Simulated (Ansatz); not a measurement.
# HSOF (singlet): from Hartree-Fock to the top rungs at a displaced geometry (v1), cc-pVDZ

How much of the correlation energy of HSOF (singlet) does each wave-function method recover here?

Method: cc-pVDZ, core rule «outside noble gas», up to 7 orbitals frozen; program: Ansatz 0.2.0, Gaussian basis.

Plan: UHF; CCSD(T) on RHF; CCSD(T) on UHF; BCCD(T) on RHF; CISD; CCSDT(Q) on RHF.

14 further runs of the same task are left out: 6 for a known fault of the program, 3 that didn't finish, 5 set aside as unsound or not needed. Runs told in other sessions of the task aren't counted.

### Step 1. The geometry

The geometry is a PBE0/def2-TZVP stationary point (not a proven minimum) with its atoms shifted at random (size 0.040 Å).

4 atoms, charge 0, spin multiplicity 1.

Atoms are counted from 1 here; the program's logs count them from 0.

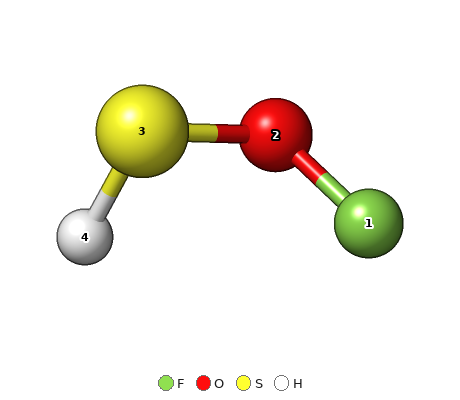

The geometry (fluorine green, oxygen red, sulfur yellow, hydrogen white); atoms are numbered from 1 in the order of the file.

In the tables R marks a restricted determinant and U an unrestricted one; energies count from the table's Hartree-Fock row.

### Step 2. UHF

in.yaml reads:

```yaml
crystal:
  periodic: [false, false, false]
  atoms:
    - {symbol: F, position_ang: [-0.019233, 0.306850, 1.522583]}
    - {symbol: O, position_ang: [-0.103130, -0.681874, 0.370841]}
    - {symbol: S, position_ang: [0.103452, 0.144690, -1.048595]}
    - {symbol: H, position_ang: [-1.291537, 0.436975, -1.226936]}
basis:
  gaussian: {orbitals: cc-pVDZ}
magnetization: {spin_polarized: true, initial_magnetization: 0}
hamiltonian: {xc: hf}
output: {orbitals: {seedname: orbitals}}
```

On the command line:

```sh
> ansatz run in.yaml --threads 1 --pin off --events-out ev --progress --plain --max-ram 2393MiB
```

The log of the run:

```text
Functional definition: HF
  name "HF"
  cite "Fock, Z. Phys. 61, 126 (1930) doi:10.1007/BF01340294"
  parent pbe
  exchange = exact_x
  correlation = 0
495 factors; integrals over basis functions are off by at most 1.2e-3 eV
mean field evaluation 1: about -15568.4322 eV, gradient 2.0e1 eV
mean field evaluation 2: about -15568.5307 eV, gradient 2.0e1 eV
mean field evaluation 4: about -15571.0264 eV, gradient 2.9e0 eV
mean field evaluation 8: about -15571.1811 eV, gradient 6.6e-1 eV
mean field evaluation 16: about -15571.3593 eV, gradient 1.5e0 eV
mean field evaluation 32: about -15567.2959 eV, gradient 4.2e0 eV
mean field -15571.49908619 eV, -572.2420366765 hartree, gradient 1.5e-5 eV, S^2 0.434687; 2 other end points of the search recorded, 0 dependent functions left out
reference -15571.49908619 eV, -572.2420366765 hartree; 17, 17 occupied and 34, 34 virtual orbitals, 495 factors
Total energy: -15571.49908619 eV, -572.2420366765 hartree
```

Wall time 1.2 s (1 thread of Intel Xeon at 2.80GHz, shared host).

From the report: ⟨S²⟩ of the determinant 0.435 (pure singlet: 0.00).

The unrestricted solution breaks the spin symmetry, so the restricted determinant is unstable here.

### Step 3. CCSD(T) on RHF

in.yaml: that of step 2 with these lines changed.

```diff
@@ -9,4 +9,3 @@
   gaussian: {orbitals: cc-pVDZ}
-magnetization: {spin_polarized: true, initial_magnetization: 0}
-hamiltonian: {xc: hf}
-output: {orbitals: {seedname: orbitals}}
+magnetization: {spin_polarized: false}
+correlation: {method: ccsd_t, electrons: outside_noble_gas}
```

The command is unchanged.

The log of the run, cut to the lines that bear on the results:

```text
Functional definition: HF
  name "HF"
  cite "Fock, Z. Phys. 61, 126 (1930) doi:10.1007/BF01340294"
  parent pbe
[...]
495 factors; integrals over basis functions are off by at most 1.2e-3 eV
[...]
mean field -15571.19098439 eV, -572.2307141442 hartree, gradient 8.4e-6 eV, S^2 0.000000; 0 other end points of the search recorded, 0 dependent functions left out; unrestricted orbitals would lower it
7 core orbitals not correlated: weight in the atoms' cores, before any rotation towards them, 1.000 or more for the frozen orbitals, at most 0.000 for the correlated occupied ones
reference -15571.19098439 eV, -572.2307141442 hartree; 10, 10 occupied and 34, 34 virtual orbitals, 495 factors
second order -14.29875551 eV of doubles, -0.00000000 eV of singles
cycle   1  -14.29945119 eV  change   -7.0e-4 eV  update   1.0e-1
[...]
cycle  12  -14.94960450 eV  change    5.2e-7 eV  update   1.9e-5
perturbative correction -0.47868204 eV, -0.0175912407 hartree
Total energy: -15586.61927094 eV, -572.7976932171 hartree
```

Run time: 1.3 s. Hardware: 1 thread of Intel Xeon at 2.80GHz, shared host.

From the report: correlation -15.4283 eV; T1 0.019; largest double amplitude 0.06.

### Step 4. CCSD(T) on UHF

in.yaml: that of step 3 with these lines changed.

```diff
@@ -9,3 +9,3 @@
   gaussian: {orbitals: cc-pVDZ}
-magnetization: {spin_polarized: false}
+magnetization: {spin_polarized: true, initial_magnetization: 0}
 correlation: {method: ccsd_t, electrons: outside_noble_gas}
```

Launched as before.

The log of the run, cut to the lines that bear on the results:

```text
Functional definition: HF
  name "HF"
  cite "Fock, Z. Phys. 61, 126 (1930) doi:10.1007/BF01340294"
  parent pbe
[...]
495 factors; integrals over basis functions are off by at most 1.2e-3 eV
[...]
mean field -15571.49908619 eV, -572.2420366765 hartree, gradient 8.5e-6 eV, S^2 0.434687; 3 other end points of the search recorded, 0 dependent functions left out
determinant -15571.49908619 eV, -572.2420366765 hartree, with singles and doubles -15586.03932050 eV, -572.7763804315 hartree
determinant -15571.19098439 eV, -572.2307141442 hartree, with singles and doubles -15586.14088386 eV, -572.7801128160 hartree
7 core orbitals not correlated: weight in the atoms' cores, before any rotation towards them, 1.000 or more for the frozen orbitals, at most 0.000 for the correlated occupied ones
reference -15571.49908619 eV, -572.2420366765 hartree; 10, 10 occupied and 34, 34 virtual orbitals, 495 factors
second order -12.94995978 eV of doubles, -0.00000000 eV of singles
cycle   1  -14.54839943 eV  change   -8.2e-3 eV  update   8.9e-3
[...]
cycle  11  -14.59518778 eV  change   -2.4e-5 eV  update   1.2e-5
perturbative correction -0.46842238 eV, -0.0172142051 hartree
Total energy: -15586.56269636 eV, -572.7956141395 hartree
```

It took 6 s on 1 thread of Intel Xeon at 2.80GHz, shared host.

From the report: ⟨S²⟩ of the determinant 0.435 (pure singlet: 0.00); correlation -15.0636 eV; T1 0.058; largest double amplitude 0.08.

### Step 5. BCCD(T) on RHF

in.yaml: that of step 4 with these lines changed.

```diff
@@ -9,3 +9,3 @@
   gaussian: {orbitals: cc-pVDZ}
-magnetization: {spin_polarized: true, initial_magnetization: 0}
-correlation: {method: ccsd_t, electrons: outside_noble_gas}
+magnetization: {spin_polarized: false}
+correlation: {method: bccd_t, electrons: outside_noble_gas}
```

The command is unchanged.

The log of the run, cut to the lines that bear on the results:

```text
Functional definition: HF
  name "HF"
  cite "Fock, Z. Phys. 61, 126 (1930) doi:10.1007/BF01340294"
  parent pbe
[...]
495 factors; integrals over basis functions are off by at most 1.2e-3 eV
[...]
mean field -15571.19098439 eV, -572.2307141442 hartree, gradient 8.4e-6 eV, S^2 0.000000; 0 other end points of the search recorded, 0 dependent functions left out; unrestricted orbitals would lower it
7 core orbitals not correlated: weight in the atoms' cores, before any rotation towards them, 1.000 or more for the frozen orbitals, at most 0.000 for the correlated occupied ones
reference -15571.19098439 eV, -572.2307141442 hartree; 10, 10 occupied and 34, 34 virtual orbitals, 495 factors
second order -14.29875551 eV of doubles, -0.00000000 eV of singles
cycle   1  -14.32289784 eV  change   -2.4e-2 eV  update   1.0e-1
[...]
cycle  13  -14.91508928 eV  change    1.3e-5 eV  update   1.3e-5
perturbative correction -0.51207227 eV, -0.0188183089 hartree
Total energy: -15586.61814594 eV, -572.7976518742 hartree
```

It took 1.9 s on 1 thread of Intel Xeon at 2.80GHz, shared host.

From the report: correlation -15.4272 eV; largest double amplitude 0.08.

### Step 6. CISD

in.yaml: that of step 5 with these lines changed.

```diff
@@ -9,3 +9,2 @@
   gaussian: {orbitals: cc-pVDZ}
-magnetization: {spin_polarized: false}
-correlation: {method: bccd_t, electrons: outside_noble_gas}
+correlation: {active_space: {ras: {orbitals: [10, 0, 34], electrons: 20, max_holes: 2, max_particles: 2}, fixed_orbitals: true}}
```

Same command.

The log of the run:

```text
Functional definition: HF
  name "HF"
  cite "Fock, Z. Phys. 61, 126 (1930) doi:10.1007/BF01340294"
  parent pbe
  exchange = exact_x
  correlation = 0
495 factors; integrals over basis functions are off by at most 1.2e-3 eV
mean field evaluation 1: about -15568.4322 eV, gradient 2.8e1 eV
mean field evaluation 2: about -15568.5307 eV, gradient 2.8e1 eV
mean field evaluation 4: about -15571.0264 eV, gradient 4.1e0 eV
mean field evaluation 8: about -15571.1811 eV, gradient 9.4e-1 eV
mean field -15571.19098439 eV, -572.2307141442 hartree, gradient 8.4e-6 eV, S^2 0.000000; 0 other end points of the search recorded, 0 dependent functions left out
reference -15571.19098439 eV, -572.2307141442 hartree; 17, 17 occupied and 34, 34 virtual orbitals, 495 factors
state -15584.34845340 eV, -572.7142422115 hartree
Total energy: -15584.34845340 eV, -572.7142422115 hartree
```

It took 8 s on 1 thread of Intel Xeon at 2.80GHz, shared host.

From the report: 166,771 determinants.

### Step 7. CCSDT(Q) on RHF

in.yaml: that of step 6 with these lines changed.

```diff
@@ -9,2 +9,3 @@
   gaussian: {orbitals: cc-pVDZ}
-correlation: {active_space: {ras: {orbitals: [10, 0, 34], electrons: 20, max_holes: 2, max_particles: 2}, fixed_orbitals: true}}
+magnetization: {spin_polarized: false}
+correlation: {method: ccsdt_q, electrons: outside_noble_gas}
```

Same command.

The log of the run, cut to the lines that bear on the results:

```text
Functional definition: HF
  name "HF"
  cite "Fock, Z. Phys. 61, 126 (1930) doi:10.1007/BF01340294"
  parent pbe
[...]
934 factors; integrals over basis functions are off by at most 1.6e-7 eV
[...]
mean field -15571.19122412 eV, -572.2307229541 hartree, gradient 8.1e-6 eV, S^2 0.000000; 0 other end points of the search recorded, 0 dependent functions left out; unrestricted orbitals would lower it
7 core orbitals not correlated: weight in the atoms' cores, before any rotation towards them, 1.000 or more for the frozen orbitals, at most 0.000 for the correlated occupied ones
reference -15571.19122412 eV, -572.2307229541 hartree; 10, 10 occupied and 34, 34 virtual orbitals, 934 factors
second order -14.29884518 eV of doubles, -0.00000000 eV of singles
cycle   1  -14.29949302 eV  change   -6.5e-4 eV  update   1.2e-1
[...]
cycle  20  -15.44777254 eV  change   -1.4e-6 eV  update   1.4e-6
perturbative correction -0.07272065 eV, -0.0026724347 hartree
Total energy: -15586.71171732 eV, -572.8010905588 hartree
```

Run time: 93 s. Hardware: 1 thread of Intel Xeon at 2.80GHz, shared host; peak memory 0.77 GiB.

From the report: correlation -15.5205 eV; T1 0.021; largest double amplitude 0.07.

### Step 8. Misses and costs

No level here is safe as a reference; RCCSDT(Q) serves as a yardstick only. Rows without a time are mean-field rows or come out of runs for another level: lower rungs of the coupled-cluster runs, or the Hartree-Fock search.

```tsv
method	energy from the lowest RHF (kJ/mol)	from RCCSDT(Q) (kJ/mol)	time
RHF	0.0	+1497.5	
UHF	-29.7	+1467.8	
RMP2	-1379.6	+117.9	
UMP2	-1279.2	+218.3	
CISD	-1269.5	+228.0	8 s
RCCSD	-1442.4	+55.1	
UCCSD	-1437.9	+59.6	
RCCSD(T)	-1488.6	+8.9	1.3 s
UCCSD(T)	-1483.1	+14.4	6 s
BCCD(T)	-1488.5	+9.0	1.9 s
RCCSDT	-1490.5	+7.0	
RCCSDT(Q)	-1497.5	0	93 s
```

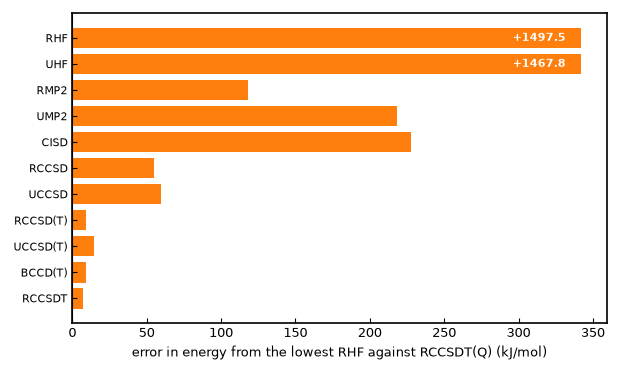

How far each level lands from RCCSDT(Q). Bars with a number in them are cut short.

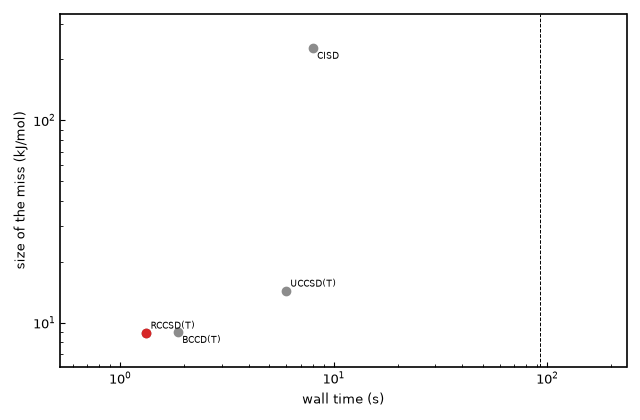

Accuracy for the time spent; red marks the levels that beat every quicker one drawn (of those quicker than the yardstick), and the dashed line is the time of RCCSDT(Q). Times are from a shared host.

### Step 9. Outcome

| quantity | value |
| --- | --- |
| RCCSDT(Q) from the RHF energy | -15.5207 eV |
| RMP2 from RCCSDT(Q) | +117.9 kJ/mol |
| UMP2 from RCCSDT(Q) | +218.3 kJ/mol |
| RCCSD from RCCSDT(Q) | +55.1 kJ/mol |
| RCCSD(T) from RCCSDT(Q) | +8.9 kJ/mol |
| UCCSD(T) from RCCSDT(Q) | +14.4 kJ/mol |
| T1 diagnostic | 0.019 |

**Reading.** RCCSD(T) lands +8.9 kJ/mol from the yardstick (0.6 % of the correlation energy). CCSD(T) misses by +8.9 kJ/mol on the restricted determinant and by +14.4 kJ/mol on the unrestricted one; the two need not hold the same state or core. Warnings: restricted reference is unstable; spin contamination.
